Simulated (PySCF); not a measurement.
SMILES F[Si](F)(F)CC[Si](F)(F)F (C₂H₄F₆Si₂) at its GFN2-xTB optimised geometry (Å):

```
14

F      2.1607    -0.0769     1.4145
Si     1.4841    -0.2898     0.0000
F      2.1021     0.8336    -0.9333
F      2.1045    -1.6477    -0.5386
C     -0.3956    -0.2898     0.0000
C     -1.0185     1.1219     0.0000
Si    -0.5773     2.1454     1.5135
F     -1.5843     3.3453     1.7659
F     -0.6085     1.3025     2.8564
F      0.8511     2.8252     1.4832
H     -0.7618    -0.8376     0.8708
H     -0.7608    -0.8311    -0.8761
H     -2.1045     1.0225    -0.0686
H     -0.7033     1.6477    -0.9036
```

Level of theory: CAM-B3LYP/def2-TZVP run with PySCF. Cells within 0.4 Å of a nucleus heavier than hydrogen are left out (blank, or x).

Map of the electron localisation function on the plane z = 0.0 Å:

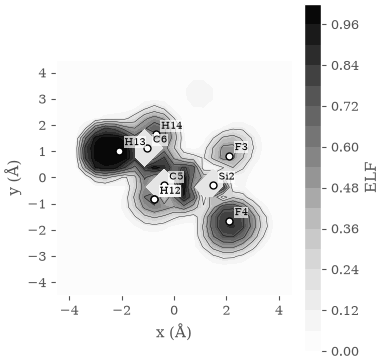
*Electron localisation function on the plane z = 0.0 Å.*
